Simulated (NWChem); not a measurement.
**triplet C4H7ClO at 3 levels**

We compute a comparison of 3 runs (UHF/6-31G*, UPBE0/6-31G*, UMP2/6-31G*) of triplet C4H7ClO. 

The calculation is run with NWChem 7.3.0.

2 further runs of the same task are left out: 2 set aside as unsound or not needed.

### Step 1. The structure to begin with

The species is C4H7ClO (13 atoms), meant as a triplet with charge 0. SMILES of the parent species: `C=COCCCl`. Geometry: relaxed at PBE0-D4/def2-TZVP. This is one conformer, not always the lowest. That shape belongs to the parent species and isn't relaxed for this state.

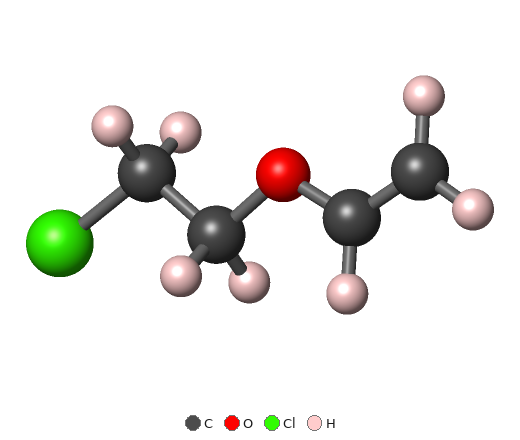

Viewed from a chosen angle; carbon dark grey, oxygen red, chlorine green, hydrogen pink.

### Step 2. A single-point energy at UHF/6-31G(d) (spherical functions) (run 1)

c4h7clo.nw reads:

```
start c4h7clo
title "C4H7ClO"
memory 2200 mb
charge 0

geometry units angstrom noautosym nocenter noautoz
   C    -1.579210   -1.934490    0.980600
   C    -0.767220   -1.300840    0.147900
   O    -0.274530   -0.068420    0.407560
   C     0.582520    0.460400   -0.581860
   C     1.008730    1.825260   -0.102060
   Cl    2.096150    2.563520   -1.296230
   H    -1.944240   -2.918040    0.722730
   H    -1.888450   -1.489980    1.918020
   H    -0.450720   -1.739650   -0.796580
   H     0.061370    0.544760   -1.542740
   H     1.460520   -0.181690   -0.719090
   H     1.545970    1.756740    0.842540
   H     0.149090    2.482450    0.019190
end

basis spherical bse
   * library 6-31G*
end

scf
   triplet
   uhf
   thresh 1e-08
   maxiter 80
   print medium
end

task scf energy
```

On the command line:

```bash
$ nwchem c4h7clo.nw > c4h7clo.out
```

Log:

```text
[...]
  functions       =   102
[...]
  wavefunction    = UHF
[...]
         Total SCF energy =   -689.720679602826
      One electron energy =  -1490.372566092349
      Two electron energy =    527.352373977930
 Nuclear repulsion energy =    273.299512511593
                       Sz =      1.0000
                 Sz(Sz+1) =      2.0000
                      S^2 =      2.0211
[...]
```

Run time: 27 s. Hardware: 1 thread of Intel Xeon 6975P-C (Granite Rapids), shared host; peak memory 0.098 GiB.

### Step 3. A single-point energy at UPBE0/6-31G(d) (spherical functions) (run 2)

c4h7clo.nw reads:

```
start c4h7clo
memory 2200 mb

geometry units angstroms noautosym nocenter noautoz
  C    -1.579210   -1.934490    0.980600
  C    -0.767220   -1.300840    0.147900
  O    -0.274530   -0.068420    0.407560
  C     0.582520    0.460400   -0.581860
  C     1.008730    1.825260   -0.102060
  Cl    2.096150    2.563520   -1.296230
  H    -1.944240   -2.918040    0.722730
  H    -1.888450   -1.489980    1.918020
  H    -0.450720   -1.739650   -0.796580
  H     0.061370    0.544760   -1.542740
  H     1.460520   -0.181690   -0.719090
  H     1.545970    1.756740    0.842540
  H     0.149090    2.482450    0.019190
end

basis spherical bse
  C library 6-31G*
  O library 6-31G*
  Cl library 6-31G*
  H library 6-31G*
end

dft
  xc pbe0
  mult 3
  grid fine
  convergence energy 1e-08
  iterations 100
  mulliken
  print medium
end

task dft
```

On the command line:

```bash
$ nwchem c4h7clo.nw > c4h7clo.out
```

Log:

```text
[...]
          Wavefunction type:  spin polarized.
          No. of atoms     :    13
          No. of electrons :    56
[...]
          Charge           :     0
          Spin multiplicity:     3
[...]
          AO basis - number of functions:   102
[...]
              XC Information
              --------------
                         PBE0 Method XC Functional
                     Hartree-Fock (Exact) Exchange  0.250
          PerdewBurkeErnzerhof Exchange Functional  0.750
            Perdew 1991 LDA Correlation Functional  1.000 local
           PerdewBurkeErnz. Correlation Functional  1.000 non-local
[...]
 d= 0,ls=0.0,diis     1   -691.3402982066 -9.65D+02  4.88D-03  1.50D-01     4.2
[...]
 d= 0,ls=0.0,diis    12   -691.4210918881 -1.24D-09  1.68D-07  3.38D-10    37.9
[...]
         Total DFT energy =     -691.421091888134
      One electron energy =    -1490.820797844059
           Coulomb energy =      586.927812792892
    Exchange-Corr. energy =      -60.827619348560
 Nuclear repulsion energy =      273.299512511593
[...]
      Total Density - Mulliken Population Analysis
     ---------------------------------------------
    Atom       Charge   Shell Charges
 -----------   ------   -------------------------------------------------------
    1 C    6     6.43   2.00  0.68  2.07  0.62  1.03  0.03
    2 C    6     5.93   2.00  0.67  2.07  0.40  0.73  0.07
    3 O    8     8.43   2.00  0.90  2.90  0.96  1.63  0.03
    4 C    6     6.06   2.00  0.68  2.04  0.53  0.75  0.07
    5 C    6     6.47   2.00  0.67  2.05  0.71  1.00  0.05
    6 Cl  17    17.05   2.00  2.00  5.97  1.40  3.60  0.54  1.51  0.03
    7 H    1     0.82   0.52  0.30
    8 H    1     0.81   0.52  0.30
    9 H    1     0.85   0.52  0.33
   10 H    1     0.81   0.52  0.29
[...]
      <S2> =      2.0074 (Exact =     2.0000)
[...]
```

Wall time 39 s (1 thread of Intel Xeon 6975P-C (Granite Rapids), shared host); peak memory 0.12 GiB.

### Step 4. A single-point energy at UMP2/6-31G(d) (spherical functions) (run 3)

mymol.nw reads:

```
echo
START mymol
TITLE "2-chloroethyl vinyl ether"
memory 2200 mb

GEOMETRY units angstrom noautosym nocenter noautoz
  C    -1.579210   -1.934490    0.980600
  C    -0.767220   -1.300840    0.147900
  O    -0.274530   -0.068420    0.407560
  C     0.582520    0.460400   -0.581860
  C     1.008730    1.825260   -0.102060
  Cl    2.096150    2.563520   -1.296230
  H    -1.944240   -2.918040    0.722730
  H    -1.888450   -1.489980    1.918020
  H    -0.450720   -1.739650   -0.796580
  H     0.061370    0.544760   -1.542740
  H     1.460520   -0.181690   -0.719090
  H     1.545970    1.756740    0.842540
  H     0.149090    2.482450    0.019190
END

BASIS spherical bse
  C library 6-31G*
  O library 6-31G*
  Cl library 6-31G*
  H library 6-31G*
END

SCF
  nopen 2
  uhf
  thresh 1e-08
  maxiter 80
  print low
END

MP2
  freeze core 10
  tight
END

TASK mp2
```

On the command line:

```bash
$ nwchem mymol.nw > mymol.out
```

Log:

```text
[...]
  functions       =   102
[...]
  wavefunction    = UHF
[...]
         Total SCF energy =   -689.720679602826
      One electron energy =  -1490.372566092349
      Two electron energy =    527.352373977930
 Nuclear repulsion energy =    273.299512511593
                       Sz =      1.0000
                 Sz(Sz+1) =      2.0000
                      S^2 =      2.0211
[...]
          Total MP2 energy          -690.486941161087
[...]
```

Wall time 33 s (1 thread of Intel Xeon 6975P-C (Granite Rapids), shared host); peak memory 0.36 GiB.

### Step 5. The series

```tsv
run	level	iteration cap	module	energy (Eh)	dipole moment (D)	HOMO energy (eV)	⟨S²⟩	wall time
1	UHF/6-31G* (spherical functions)	80	scf	-689.720680	1.60	-5.89	2.021	27 s
2	UPBE0/6-31G* (spherical functions)	100	dft	-691.421092	0.87	-2.30	2.007	39 s
3	UMP2/6-31G* (spherical functions)	80	mp2	-690.486941	–	–	2.021	33 s
```

### Step 6. Outcome

| quantity | value |
| --- | --- |
| run 3: total energy | -690.48694 Eh |
| run 3: correlation energy (10 core orbitals frozen) | -766.3 mEh |
| run 3: ⟨S²⟩ of the reference determinant | 2.021 |

All runs together took 99 s, the longest 39 s.
